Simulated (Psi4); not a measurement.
# PBE/def2-TZVP (core potential) run of InH3Br− ([InBrH3]-)

Aim: the energy change on altering one bond length of InH3Br− ([InBrH3]-) at PBE/def2-TZVP (core potential), from 2 runs. 

The calculation is run with Psi4 1.11.

6 further runs of the same task are left out: 5 that didn't finish, 1 set aside as unsound or not needed.

## Step 1: Starting point

InH3Br−: 5 atoms, total charge -1, spin state singlet. As SMILES, `[H][In-]([H])([H])[Br]`. Geometry: a GFN2-xTB relaxation, a rough one for these elements and not checked as a minimum.

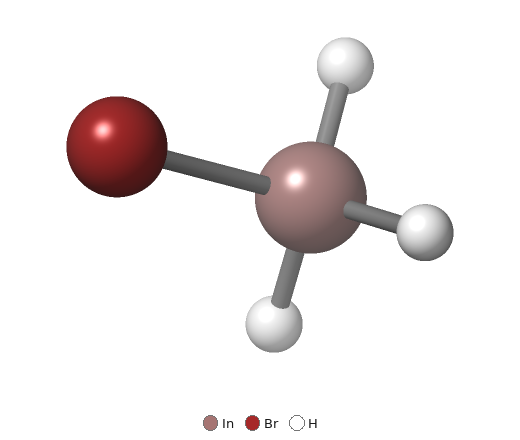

The structure, seen from a chosen angle (indium brown, bromine red, hydrogen white).

## Step 2: Energy and forces at PBE/def2-TZVP (core potential)

Input file input.inp:

```
memory 1600 mb

molecule mol {
  -1 1
  In    -0.003440     0.003110    -0.210310
  Br     0.011530    -0.020870     2.267730
  H      1.620190     0.006360    -0.694100
  H     -0.822210     1.416160    -0.666940
  H     -0.806080    -1.404750    -0.696370
  symmetry c1
  no_reorient
  no_com
}

set globals {
  basis def2-TZVP
  puream true
  e_convergence 1e-09
  d_convergence 1e-08
  scf_type pk
  dft_radial_points 99
  dft_spherical_points 590
}

E, wfn = gradient('pbe', return_wfn=True)
oeprop(wfn, 'WIBERG_LOWDIN_INDICES', 'QUADRUPOLE', 'MAYER_INDICES')
```

The run is started by

```console
$ psi4 input.inp input.out -n 1
```

input.out, shortened:

```text
[...]
    !!!  WARNING: ECP capability is in beta. Please check occupations closely.  !!!
[...]
  Running in c1 symmetry.
[...]
  Nuclear repulsion =  193.671024764462544
[...]
  Multiplicity = 1
[...]
  Nalpha       = 30
  Nbeta        = 30
[...]
    Number of basis functions: 116
[...]
   @RKS iter   1: -2765.08956708424284   -1.63486e+00   1.53002e-02 ADIIS/DIIS
[...]
   @RKS iter  11: -2765.77603625956272   -2.68301e-11   5.13008e-09 DIIS
[...]
    Orbital Energies [Eh]
    ---------------------
    Doubly Occupied:
       1A   -480.795126     2A    -61.601002     3A    -55.513522
       4A    -55.512012     5A    -55.512011     6A     -8.196614
       7A     -6.069396     8A     -6.064676     9A     -6.064674
      10A     -4.271124    11A     -2.714197    12A     -2.709782
      13A     -2.709748    14A     -2.272351    15A     -2.271025
      16A     -2.271024    17A     -2.267492    18A     -2.267489
      19A     -0.512947    20A     -0.483453    21A     -0.483291
      22A     -0.475497    23A     -0.475440    24A     -0.462632
      25A     -0.210716    26A     -0.090128    27A     -0.085970
      28A     -0.085646    29A     -0.047926    30A     -0.047474
[...]
  @RKS Final Energy: -2765.77603625956272
   => Energetics <=
    Nuclear Repulsion Energy =            193.6710247644625440
    One-Electron Energy =               -4317.7542738258434838
    Two-Electron Energy =                1467.2573812116283989
    DFT Exchange-Correlation Energy =    -108.9501684098098480
    Empirical Dispersion Energy =           0.0000000000000000
    VV10 Nonlocal Energy =                  0.0000000000000000
    Total Energy =                      -2765.7760362595627157
[...]
  -Total Gradient:
     Atom            X                  Y                   Z
    ------   -----------------  -----------------  -----------------
       1       -0.000029035704    -0.000902880585     0.017962031735
       2       -0.000151640287     0.000311922770    -0.032618762533
       3       -0.019014356069    -0.000248801524     0.004985656114
       4        0.009311544915    -0.015982860393     0.004551910989
       5        0.009884618490     0.016822510893     0.005125187770
[...]
 Multipole Moments:
 ------------------------------------------------------------------------------------
     Multipole            Electronic (a.u.)      Nuclear  (a.u.)        Total (a.u.)
 ------------------------------------------------------------------------------------
 L = 1.  Multiply by 2.5417464519 to convert [e a0] to [Debye]
 Dipole X            :         -0.6203926            0.6107784           -0.0096142
 Dipole Y            :          1.2343543           -1.2233520            0.0110023
 Dipole Z            :       -138.9604122          137.7546662           -1.2057460
 Magnitude           :                                                    1.2058346
 L = 2.  Multiply by 1.3450342976 to convert [e a0^2] to [Debye ang]
 Quadrupole XX       :        -54.1853694           14.1261016          -40.0592678
 Quadrupole XY       :          0.1229471           -0.1084974            0.0144497
[...]
```

It took 41 s on 1 thread of Intel Xeon Platinum 8488C (Sapphire Rapids), shared host; peak memory 0.72 GiB.

## Step 3: The distorted shape, same level

Input file job.in:

```
memory 1600 mb

molecule mol {
  -1 1
  In    -0.246980     0.002623    -0.137743
  Br    -0.232010    -0.021357     2.340297
  H      1.620190     0.006360    -0.694100
  H     -1.065750     1.415673    -0.594373
  H     -1.049620    -1.405237    -0.623803
  symmetry c1
  no_reorient
  no_com
}

set basis def2-TZVP
set reference rks
set puream true
set e_convergence 1e-09
set d_convergence 1e-08
set scf_type pk
set dft_radial_points 99
set dft_spherical_points 590

e_tot, wfn = gradient('pbe', return_wfn=True)
oeprop(wfn, 'MULLIKEN_CHARGES', 'WIBERG_LOWDIN_INDICES', 'LOWDIN_CHARGES', title='PBE')
```

The run is started by

```console
$ psi4 -i job.in -o job.out -n 1
```

job.out, shortened:

```text
[...]
    !!!  WARNING: ECP capability is in beta. Please check occupations closely.  !!!
[...]
  Running in c1 symmetry.
[...]
  Nuclear repulsion =  192.503622755906065
[...]
  Multiplicity = 1
[...]
  Nalpha       = 30
  Nbeta        = 30
[...]
    Number of basis functions: 116
[...]
   @RKS iter   1: -2765.09179695727244   -1.68017e+00   1.52879e-02 ADIIS/DIIS
[...]
   @RKS iter  12: -2765.77417429775141   -7.27596e-12   3.63667e-09 DIIS
[...]
  @RKS Final Energy: -2765.77417429775141
   => Energetics <=
    Nuclear Repulsion Energy =            192.5036227559060649
    One-Electron Energy =               -4315.1862908953808073
    Two-Electron Energy =                1465.8245850576222438
    DFT Exchange-Correlation Energy =    -108.9160912158987458
    Empirical Dispersion Energy =           0.0000000000000000
    VV10 Nonlocal Energy =                  0.0000000000000000
    Total Energy =                      -2765.7741742977514150
[...]
 Multipole Moments:
 ------------------------------------------------------------------------------------
     Multipole            Electronic (a.u.)      Nuclear  (a.u.)        Total (a.u.)
 ------------------------------------------------------------------------------------
 L = 1.  Multiply by 2.5417464519 to convert [e a0] to [Debye]
 Dipole X            :         26.2193953          -26.0822079            0.1371874
 Dipole Y            :          1.2872273           -1.2767292            0.0104981
 Dipole Z            :       -146.9258392          145.7083080           -1.2175312
 Magnitude           :                                                    1.2252807
[...]
  -Total Gradient:
     Atom            X                  Y                   Z
    ------   -----------------  -----------------  -----------------
       1       -0.033782665995    -0.000930677010     0.026230451958
       2       -0.000631957274     0.000290962217    -0.030939449669
       3        0.019502190578    -0.000138324113    -0.005669465157
       4        0.007192793115    -0.015988204409     0.004909423949
       5        0.007722581565     0.016764978460     0.005474616286
[...]
```

It took 45 s on 1 thread of Intel Xeon Platinum 8488C (Sapphire Rapids), shared host; peak memory 0.72 GiB.

## Step 4: What came out

Level: PBE/def2-TZVP (core potential).

```
                                                              quantity           value
                                             first shape: total energy  -2765.77604 Eh
                                              first shape: HOMO energy        -1.29 eV
                                              first shape: LUMO energy         3.60 eV
    first shape: HOMO–LUMO gap (to an unbound level, set by the basis)         4.89 eV
                                 first shape: largest force on an atom      1.677 eV/Å
                                         distorted shape: total energy  -2765.77417 Eh
                                          distorted shape: HOMO energy        -1.26 eV
                                          distorted shape: LUMO energy         3.54 eV
distorted shape: HOMO–LUMO gap (to an unbound level, set by the basis)         4.80 eV
                             distorted shape: largest force on an atom      2.200 eV/Å
    energy change with the In1–H3 bond stretched from 1.694 to 1.948 Å        0.051 eV
```

What this shows: With the In1–H3 bond stretched from 1.694 to 1.948 Å the energy rises by 0.05 eV (4.9 kJ/mol). The first shape isn't relaxed at this level, so the change isn't measured from a minimum. The largest force (first shape) is 1.68 eV/Å: the shape isn't a stationary point for this species at this level. Mulliken charges (distorted shape) run from -0.59 on Br2 to +0.39 on In1; they depend strongly on the basis.
